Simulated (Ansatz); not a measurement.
# K on Ni(100): change of the work function, part 3 of 4

Wanted: Δφ(θ) for K/Ni(100), starting from the hollow site.

Ansatz 0.2.0; plane-wave DFT, PBE, Ansatz PAW.

So far, work function, upper face (eV): step 2 (the clean slab) 4.88.

### Step 3. Adsorbate added, k-mesh 4×4×1, coverage 0.111 ML (continued)

Site moment by element, in μB:

```
element  atoms    mean  spread (r.m.s.)   least  largest
     Ni     36   0.715            0.033   0.686    0.764
      K      1  -0.013            0.000  -0.013   -0.013
```

The atoms farthest from the mean of their element:

```
atom       x, y, z (Å)  site moment (μB)
Ni29  6.22, 3.73, 9.00             0.764
Ni17  3.73, 3.73, 9.00             0.764
Ni21  3.73, 6.22, 9.00             0.764
Ni33  6.22, 6.22, 9.00             0.764
 Ni1  1.24, 1.24, 9.00             0.764
 Ni9  1.24, 6.22, 9.00             0.764
 Ni5  1.24, 3.73, 9.00             0.764
Ni25  6.22, 1.24, 9.00             0.764
```

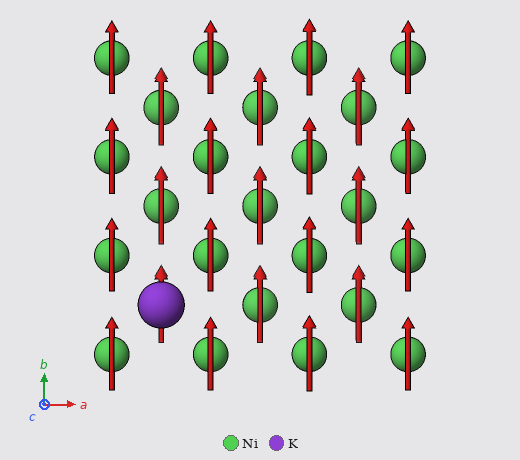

Site moment as arrows, the longest 0.764 μB. Up and down stand for the sign. Arrows give size and sign along the axis of quantisation, drawn up and down the page. Some periodic images of atoms are drawn too.

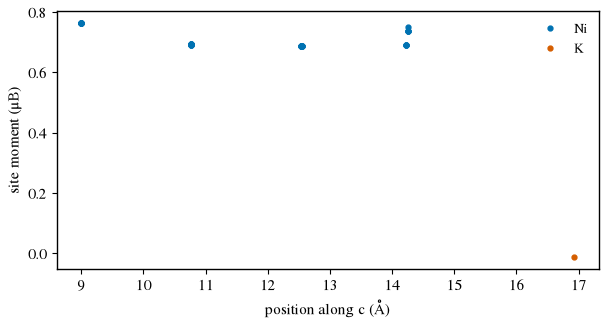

Site moment along the cell.

The relaxation took 5 steps and lowered the energy by 0.040 eV; the largest force on the free atoms ends at 0.012 eV/Å.

The covered face has 2.00 eV, -2.88 eV against the clean one; the bare back face has moved by +0.01 eV, a measure of how thin the slab is.

### Step 4. Adsorbate added, k-mesh 6×6×1, coverage 0.25 ML

System of this step: KNi16 (K/Ni(100)). The cell holds 17 atoms: 16 Ni and 1 K. Its edges and angles: a = 4.978 Å, b = 4.978 Å, c = 26.107 Å, α = 90.0°, β = 90.0°, γ = 90.0°. Vacuum lies along c.

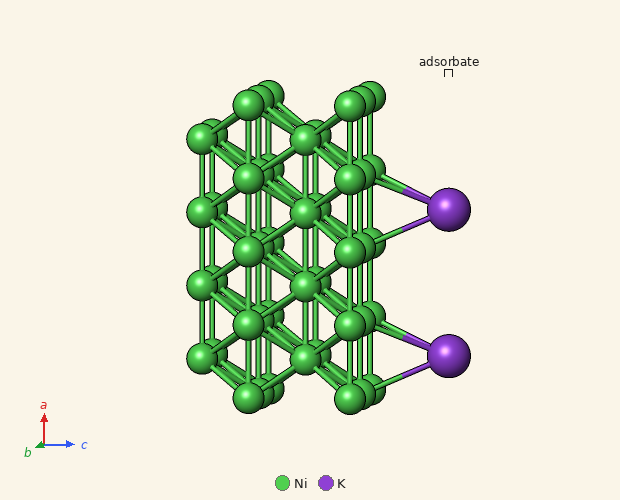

The cell of this step (nickel green, potassium purple). 2×1×1 cells are drawn. Some periodic images of atoms are drawn too.

Another coverage, to see how the dipoles act on each other as their distance changes.

input.yaml reads:

```yaml
crystal:
  lattice:
    - [4.9780317396, 0.0, 0.0]
    - [0.0, 4.9780317396, 0.0]
    - [0.0, 0.0, 26.1072931773]
  atoms:
    - { symbol: Ni, position: [0.25, 0.25, 0.3447312572], spin: 0.76 }
    - { symbol: Ni, position: [0.0, 0.0, 0.4121453698], spin: 0.69 }
    - { symbol: Ni, position: [0.25, 0.25, 0.4804078646], spin: 0.7 }
    - { symbol: Ni, position: [0.0, 0.0, 0.5452737482], spin: 0.76 }
    - { symbol: Ni, position: [0.25, 0.75, 0.3447312572], spin: 0.76 }
    - { symbol: Ni, position: [0.0, 0.5, 0.4121453698], spin: 0.69 }
    - { symbol: Ni, position: [0.25, 0.75, 0.4804078646], spin: 0.7 }
    - { symbol: Ni, position: [0.0, 0.5, 0.5452737482], spin: 0.76 }
    - { symbol: Ni, position: [0.75, 0.25, 0.3447312572], spin: 0.76 }
    - { symbol: Ni, position: [0.5, 0.0, 0.4121453698], spin: 0.69 }
    - { symbol: Ni, position: [0.75, 0.25, 0.4804078646], spin: 0.7 }
    - { symbol: Ni, position: [0.5, 0.0, 0.5452737482], spin: 0.76 }
    - { symbol: Ni, position: [0.75, 0.75, 0.3447312572], spin: 0.76 }
    - { symbol: Ni, position: [0.5, 0.5, 0.4121453698], spin: 0.69 }
    - { symbol: Ni, position: [0.75, 0.75, 0.4804078646], spin: 0.7 }
    - { symbol: Ni, position: [0.5, 0.5, 0.5452737482], spin: 0.76 }
    - { symbol: K, position: [0.25, 0.25, 0.6552687428] }
magnetization:
  spin_polarized: true
kpoints:
  mp_grid: { grid: [6, 6, 1] }
hamiltonian:
  xc: pbe
scf:
  occupations: { method: fermi_dirac, width: 0.1 }
  convergence: { dr2_threshold: 1.0e-08 }
efield:
  axis: 3
  dipole_correction: true
  ramp_position: 0.97
  ramp_width: 0.06
relax:
  f_tol: 0.02
  max_steps: 60
  constraints: [{ sites: [0, 1, 4, 5, 8, 9, 12, 13] }]
output:
  dos: { projected: true, e_range: [-8, 4] }
  write_potential: true
  write_density: true
  volumetric_format: npy
  elf: true
```

Started as:

```bash
$ ansatz run input.yaml --threads 4 --pin off --max-ram 16384MiB --backend cpu --events-out ev --progress --plain --runs-dir out
```

Numbers of over 12 decimals in the logs are rounded to 6 here.

The program printed:

```text
[...]
Crystal: 17 atoms, lattice volume = 646.960 Å³
Basis set: ecut = 420 eV, 12675 PW (Γ), exchange–correlation on 72×72×360 points (8 copies of the dense FFT grid, shifted against one another)
Bands: 186, of which v1, the nominal top of the filled ones, is band 149 counted from 1 (148 counted from 0)
Symmetry: 8 space group operations
k-points: 10 of 36
[...]
Starting moments: Σ|m| = 11.64 μB on 16 of 17 sites
[...]
SCF iter   1: F=—  HF=-94952.775781 eV  |F-HF|=—  |Δ(HF+E_count)|=         —  Δρ=1.99e-2 (↑1.34e-2 ↓1.99e-2)  dr2=2.27e1  dr2_m=8.04e-1  M=12.045 μB ∫|m|=12.633 μB  β_m=1.00  ethr=3.10e-3  p=-0.000 e·Å  D=-1.06e-6 V/Å  ΔV_dip=0.00 eV  dr2_dipole=1.20e0  V_vac-E_F(+/−)=7.06/7.06 eV  ⟨swp⟩=11.2  Hψ=19724  notcnv=0  defer=213
[...]
SCF iter  21: F=-94967.787333 eV  HF=-94967.787333 eV  |F-HF|=5.66e-9  |Δ(HF+E_count)|=   1.35e-9  Δρ=6.29e-7 (↑1.57e-7 ↓6.29e-7)  dr2=5.17e-9  dr2_m=3.61e-10  M=10.697 μB ∫|m|=12.245 μB  ethr=2.01e-12  p=0.401 e·Å  D=1.12e-1 V/Å  ΔV_dip=-2.93 eV  dr2_dipole=7.38e-10  V_vac-E_F(+/−)=1.97/4.90 eV  ⟨swp⟩=15.4  Hψ=28165  notcnv=0
SCF 1 converged in 21 iterations: F = -94967.787333 eV  dr2 = 5.17e-9
[...]
relax step   1: F+E_penalty+E_count = -94967.78733307 eV  Δ(F+E_penalty+E_count) = +0.000e0 eV  max|allowed force component| = 2.827e-1 eV/Å  Δτ_max = 0.0000 Å  (21 SCF iters, accepted)
[...]
SCF iter  12: F=-94967.800925 eV  HF=-94967.800925 eV  |F-HF|=1.54e-9  |Δ(HF+E_count)|=  1.75e-10  Δρ=4.40e-7 (↑1.34e-7 ↓4.40e-7)  dr2=3.06e-9  dr2_m=2.59e-10  M=10.681 μB ∫|m|=12.230 μB  ethr=2.80e-12  p=0.406 e·Å  D=1.14e-1 V/Å  ΔV_dip=-2.97 eV  dr2_dipole=4.65e-10  V_vac-E_F(+/−)=1.93/4.90 eV  ⟨swp⟩=11.6  Hψ=25631  notcnv=0
SCF 2 converged in 12 iterations: F = -94967.800925 eV  dr2 = 3.06e-9
relax step   2: F+E_penalty+E_count = -94967.80092489 eV  Δ(F+E_penalty+E_count) = -1.359e-2 eV  max|allowed force component| = 2.131e-1 eV/Å  Δτ_max = 0.0475 Å  (12 SCF iters, accepted)
SCF iter   1: F=—  HF=-94967.818071 eV  |F-HF|=—  |Δ(HF+E_count)|=         —  Δρ=1.38e-3 (↑6.07e-4 ↓1.38e-3)  dr2=4.02e-2  dr2_m=3.71e-3  M=10.619 μB ∫|m|=12.170 μB  β_m=1.00  ethr=1.18e-4  p=0.406 e·Å  D=1.14e-1 V/Å  ΔV_dip=-2.97 eV  dr2_dipole=3.79e-4  V_vac-E_F(+/−)=1.94/4.91 eV  ⟨swp⟩=5.2  Hψ=9060  notcnv=0  defer=303
[...]
SCF iter  13: F=-94967.815231 eV  HF=-94967.815231 eV  |F-HF|=5.38e-10  |Δ(HF+E_count)|=   5.82e-9  Δρ=3.03e-7 (↑2.02e-7 ↓3.03e-7)  dr2=1.45e-9  dr2_m=1.03e-10  M=10.620 μB ∫|m|=12.168 μB  ethr=3.09e-12  p=0.423 e·Å  D=1.18e-1 V/Å  ΔV_dip=-3.09 eV  dr2_dipole=2.48e-10  V_vac-E_F(+/−)=1.81/4.90 eV  ⟨swp⟩=12.4  Hψ=25004  notcnv=0
SCF 3 converged in 13 iterations: F = -94967.815231 eV  dr2 = 1.45e-9
relax step   3: F+E_penalty+E_count = -94967.81523147 eV  Δ(F+E_penalty+E_count) = -1.431e-2 eV  max|allowed force component| = 6.142e-2 eV/Å  Δτ_max = 0.1504 Å  (13 SCF iters, accepted)
SCF iter   1: F=—  HF=-94967.816250 eV  |F-HF|=—  |Δ(HF+E_count)|=         —  Δρ=2.11e-4 (↑1.72e-4 ↓2.11e-4)  dr2=1.90e-3  dr2_m=9.05e-5  M=10.633 μB ∫|m|=12.178 μB  β_m=1.00  ethr=5.28e-6  p=0.423 e·Å  D=1.18e-1 V/Å  ΔV_dip=-3.09 eV  dr2_dipole=8.42e-5  V_vac-E_F(+/−)=1.81/4.90 eV  ⟨swp⟩=3.1  Hψ=7621  notcnv=0  defer=309
[...]
SCF iter  12: F=-94967.816126 eV  HF=-94967.816126 eV  |F-HF|=4.35e-9  |Δ(HF+E_count)|=  5.53e-10  Δρ=5.35e-7 (↑2.55e-7 ↓5.35e-7)  dr2=4.62e-9  dr2_m=3.40e-10  M=10.632 μB ∫|m|=12.179 μB  ethr=1.50e-12  p=0.419 e·Å  D=1.17e-1 V/Å  ΔV_dip=-3.06 eV  dr2_dipole=3.39e-11  V_vac-E_F(+/−)=1.84/4.90 eV  ⟨swp⟩=10.8  Hψ=24560  notcnv=0
SCF 4 converged in 12 iterations: F = -94967.816126 eV  dr2 = 4.62e-9
relax step   4: F+E_penalty+E_count = -94967.81612586 eV  Δ(F+E_penalty+E_count) = -8.944e-4 eV  max|allowed force component| = 1.965e-2 eV/Å  Δτ_max = 0.0289 Å  (12 SCF iters, accepted)
[...]
SCF converged after 12 iterations
Magnetization: 10.6318 μB (153.8159 up, 143.1841 down)
Absolute magnetization: 12.1905 μB (∫|ρ↑−ρ↓|, with the PAW one-centre terms)
[...]
Per-site moments (μB) at R_I (Å): [(0.763951, 1.026719), (0.692738, 1.026719), (0.687688, 1.010685), (0.684849, 1.010056), (0.765799, 1.026719), (0.692738, 1.026719), (0.678931, 1.010056), (0.684849, 1.010056), (0.765799, 1.026719), (0.692738, 1.026719), (0.678931, 1.010056), (0.684849, 1.010056), (0.764252, 1.026719), (0.692738, 1.026719), (0.678753, 1.011277), (0.684849, 1.010056), (-0.00955533, 1.329533)]
Free energy (F): -94967.816126 eV
[...]
Internal energy: -94966.862559 eV  (E = F + TS)
E sigma→0 (E₀):  -94967.339342 eV
Entropy (-TS):   -0.953567 eV (-56.092 meV/atom)
Fermi energy:    2.966758 eV
Dipole field:    D = 0.117282 V/Å  (p = 0.419322 e·Å, saw-weighted, corrected)
Work function:   Φ+ = 1.8378 eV   Φ− = 4.8998 eV
[...]
--- Forces (eV/Å), atoms counted from 1 ---
  atom   1  Ni     0.00000000     0.00000000     0.32818712
  atom   2  Ni     0.01732964     0.01732964    -0.33386058
  atom   3  Ni     0.00000000     0.00000000     0.00364880
  atom   4  Ni     0.00354778     0.00354778     0.00125655
  atom   5  Ni    -0.00000000     0.00000000     0.32452151
  atom   6  Ni     0.01732964    -0.01732964    -0.33386058
  atom   7  Ni     0.00000000     0.00000000     0.00368325
  atom   8  Ni     0.00354778    -0.00354778     0.00125655
  atom   9  Ni     0.00000000     0.00000000     0.32452151
  atom  10  Ni    -0.01732964     0.01732964    -0.33386058
  atom  11  Ni    -0.00000000     0.00000000     0.00368325
  atom  12  Ni    -0.00354778     0.00354778     0.00125655
  atom  13  Ni    -0.00000000     0.00000000     0.32786562
  atom  14  Ni    -0.01732964    -0.01732964    -0.33386058
  atom  15  Ni    -0.00000000     0.00000000     0.01964930
  atom  16  Ni    -0.00354778    -0.00354778     0.00125655
  atom  17  K     -0.00000000     0.00000000    -0.00537612
  max |Σ_I F_I| component: 3.19e-5 eV/Å
--- Band table (eV; the first three rows and the last of 20) ---
  k-point 0 ↑: bands = [... 145 lower, 2.4154, 2.4205, 2.4205, 2.4986, 2.5284, 2.7702, 2.7906, 3.2577, ... 33 higher]
  k-point 1 ↑: bands = [... 145 lower, 2.3766, 2.3871, 2.4102, 2.4289, 2.4486, 2.6301, 2.6522, 2.7571, ... 33 higher]
  k-point 2 ↑: bands = [... 145 lower, 2.2982, 2.3530, 2.3556, 2.3560, 2.3989, 2.4448, 2.4470, 2.4693, ... 33 higher]
  k-point 9 ↓: bands = [... 145 lower, 2.7870, 2.7910, 2.7956, 3.2458, 3.2458, 3.2464, 3.2528, 3.3477, ... 33 higher]
--- Relaxed structure (4 steps of the walk, 4 accepted, 0 SCFs on fresh bases) ---
  F+E_penalty+E_count = -94967.81612586 eV   max|allowed force component| = 1.965e-2 eV/Å
  atoms:
    - { symbol: Ni, position: [0.25, 0.25, 0.344731] }
    - { symbol: Ni, position: [0.0, 0.0, 0.412145] }
    - { symbol: Ni, position: [0.25, 0.25, 0.480718] }
    - { symbol: Ni, position: [-0.0014062, -0.0014062, 0.545616] }
    - { symbol: Ni, position: [0.25, 0.750000, 0.344731] }
    - { symbol: Ni, position: [0.0, 0.5, 0.412145] }
    - { symbol: Ni, position: [0.25, 0.750000, 0.480409] }
    - { symbol: Ni, position: [-0.0014062, 0.501406, 0.545616] }
    - { symbol: Ni, position: [0.750000, 0.25, 0.344731] }
    - { symbol: Ni, position: [0.5, 0.0, 0.412145] }
    - { symbol: Ni, position: [0.750000, 0.25, 0.480409] }
    - { symbol: Ni, position: [0.501406, -0.0014062, 0.545616] }
    - { symbol: Ni, position: [0.750000, 0.750000, 0.344731] }
    - { symbol: Ni, position: [0.5, 0.5, 0.412145] }
    - { symbol: Ni, position: [0.750000, 0.750000, 0.479857] }
    - { symbol: Ni, position: [0.501406, 0.501406, 0.545616] }
    - { symbol: K, position: [0.25, 0.25, 0.648793] }
```

The job ended after 8.9 min (4 threads of Arm Neoverse V1, shared host; peak memory 3.9 GiB; 35 min of CPU time).

The steps of the relaxation:

```
step  energy less that of the first step (eV)  largest force component (eV/Å)
   1                                   0.0000                          0.2827
   2                                  -0.0136                          0.2131
   3                                  -0.0279                          0.0614
   4                                  -0.0288                          0.0196
```

Forces are held to the 8 operations that the run works with; a distortion that breaks them can't arise in this run.

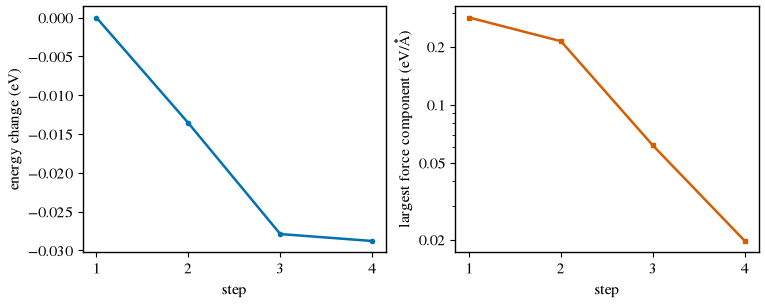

Energy and largest force along the relaxation.

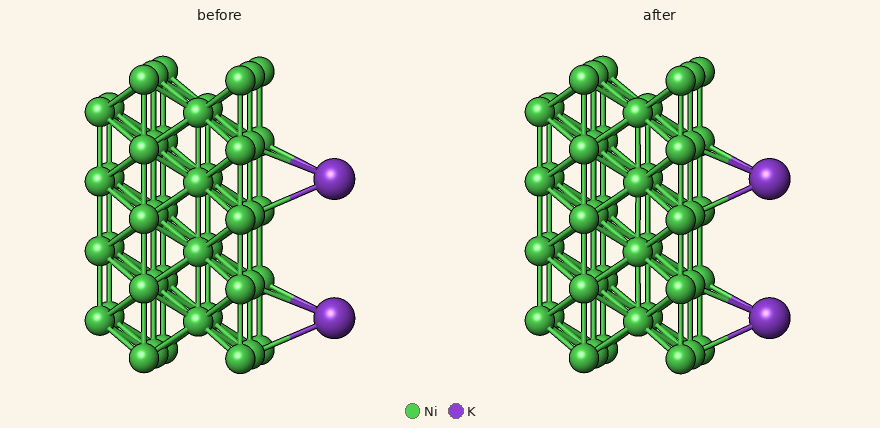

Before and after, at one scale.

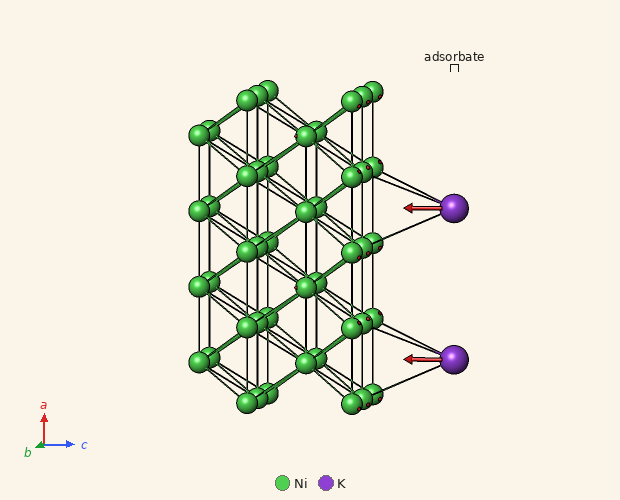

Displacements in the relaxation, exaggerated; the longest in the cell stands for 0.17 Å. 2×1×1 cells are drawn. Some periodic images of atoms are drawn too.

The atoms that moved most (Å):

```
atom      dx      dy      dz  length
 K17   0.000   0.000  -0.169   0.169
Ni15   0.000   0.000  -0.014   0.014
 Ni4  -0.007  -0.007   0.009   0.013
Ni12   0.007  -0.007   0.009   0.013
 Ni8  -0.007   0.007   0.009   0.013
Ni16   0.007   0.007   0.009   0.013
 Ni3   0.000   0.000   0.008   0.008
```

Final coordinates:

```xyz
17
Lattice="4.9780 0.0000 0.0000 0.0000 4.9780 0.0000 0.0000 0.0000 26.1073" Properties=species:S:1:pos:R:3
Ni    1.2445    1.2445    9.0000
Ni    0.0000    0.0000   10.7600
Ni    1.2445    1.2445   12.5502
Ni   -0.0070   -0.0070   14.2446
Ni    1.2445    3.7335    9.0000
Ni    0.0000    2.4890   10.7600
Ni    1.2445    3.7335   12.5422
Ni   -0.0070    2.4960   14.2446
Ni    3.7335    1.2445    9.0000
Ni    2.4890    0.0000   10.7600
Ni    3.7335    1.2445   12.5422
Ni    2.4960   -0.0070   14.2446
Ni    3.7335    3.7335    9.0000
Ni    2.4890    2.4890   10.7600
Ni    3.7335    3.7335   12.5278
Ni    2.4960    2.4960   14.2446
K     1.2445    1.2445   16.9382
```

This step gave:

```yaml
energy_at_zero_smearing: -94967.3393 eV
total_moment: 10.63 μB
work_function_upper_face: 1.838 eV
work_function_lower_face: 4.900 eV
dipole_along_the_normal: 0.4193 e·Å
step_between_the_vacuum_levels: -3.062 eV
```

Running mean over 1.76 Å of the planar mean; the ramp of the sawtooth is left out. Electron's electrostatic potential energy less the Fermi level against z:

```
z (Å)  electron's electrostatic potential energy less the Fermi level (eV)
    4                                                                 4.90
    5                                                                 4.90
    6                                                                 4.86
    7                                                                 4.39
    8                                                                -1.70
    9                                                                -9.87
   10                                                                -10.3
   11                                                                -10.3
   12                                                                -10.2
   13                                                                -10.8
   14                                                                -10.4
   15                                                                -4.98
   16                                                                0.892
   17                                                                -1.32
   18                                                              -0.0145
   19                                                                 1.37
   20                                                                 1.69
   21                                                                 1.80
   22                                                                 1.83
   23                                                                 1.84
```

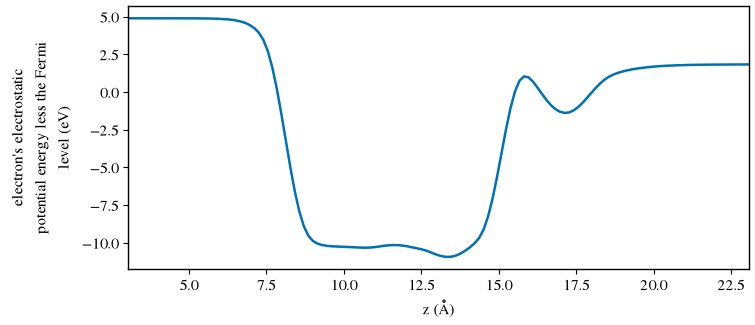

Electron's electrostatic potential energy less the Fermi level, plotted against z.

The density of states has structure finer than the step of the table below, so its rows give means over 0.5 eV, whole bins alone (the curve runs from -8 to 1.98 eV). Peaks (eV: height): total -2.77: 50.4, -2.20: 63.8, -1.65: 65.4, -1.53: 60.7, -1.20: 63.3, -0.93: 78.1, -0.60: 73.1; up -2.20: 49.2, -1.71: 33.6, -1.65: 43.0, -1.35: 29.3, -1.20: 32.3, -0.84: 41.8, -0.60: 50.7; down -2.77: 34.0, -1.53: 35.1, -1.20: 30.9, -0.93: 54.8, -0.66: 35.5, -0.45: 32.3, -0.15: 36.0.

The density of states by energy, zero at the Fermi level; means over each step; values in states/eV a cell:

```
energy (eV)  total     up   down
       -7.5   1.05  0.528  0.520
       -7.0   1.18  0.589  0.586
       -6.5   2.44   1.23   1.22
       -6.0   2.30   1.20   1.10
       -5.5   3.15   1.67   1.47
       -5.0   4.11   2.31   1.80
       -4.5   8.83   5.96   2.87
       -4.0   18.7   12.1   6.59
       -3.5   22.8   13.6   9.20
       -3.0   27.1   13.9   13.1
       -2.5   31.7   19.4   12.3
       -2.0   38.0   22.0   16.0
       -1.5   46.5   24.9   21.5
       -1.0   54.0   30.5   23.4
       -0.5   41.5   17.3   24.2
        0.0   29.9   3.57   26.3
        0.5   13.2   2.92   10.3
        1.0   7.32   3.77   3.55
        1.5   7.17   3.31   3.85
```

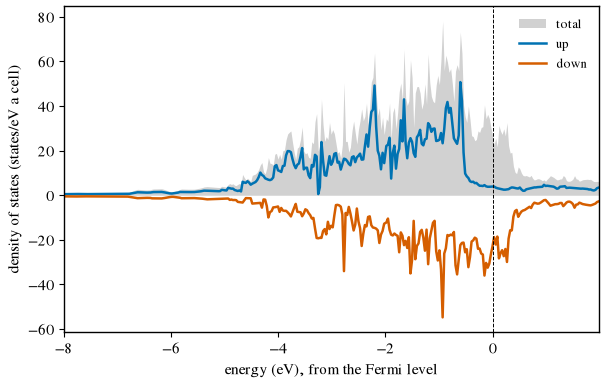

Density of states against energy. Down spins are drawn negative.

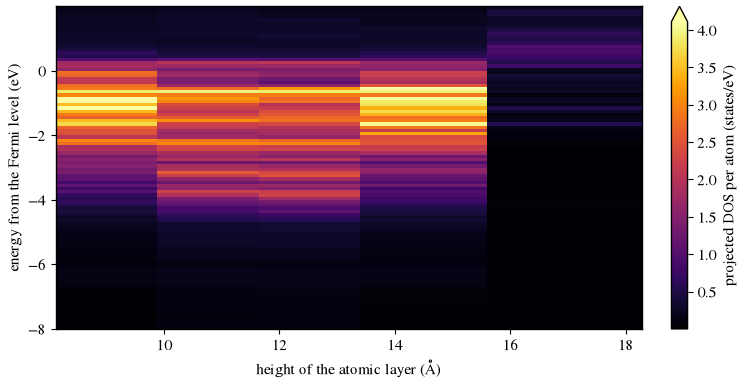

Projected DOS per atom over height of the atomic layer and energy from the Fermi level. Layers: Ni4 Ni4 Ni4 Ni4 K from below.

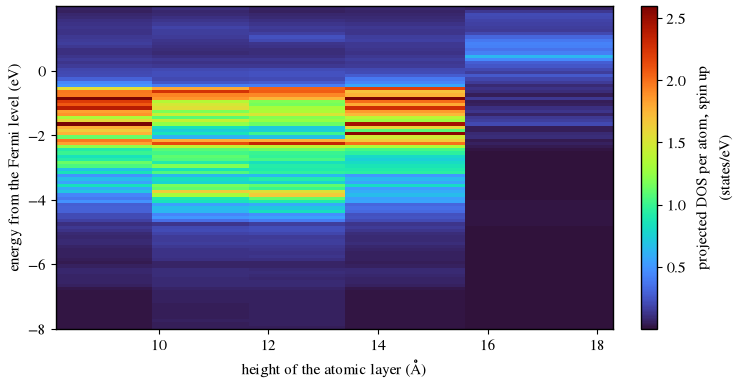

Projected DOS per atom, spin up over height of the atomic layer and energy from the Fermi level. Layers: Ni4 Ni4 Ni4 Ni4 K from below.

[end of part 3 of 4]

[Logs are printed without paths, hosts, clocks, repeated set-up lines and the standing remarks that a program may print on its own settings, such as how far it seeks lower states.]

[Hosts, paths, dates, database ids (printed as entryN), source tags and the programs' standing remarks are cut or masked in the printed files.]

[Maps of the electrostatic potential energy from Ansatz leave out the sawtooth potential of an applied field or a dipole correction, so their vacuum need not be flat; planar profiles and work functions include it.]
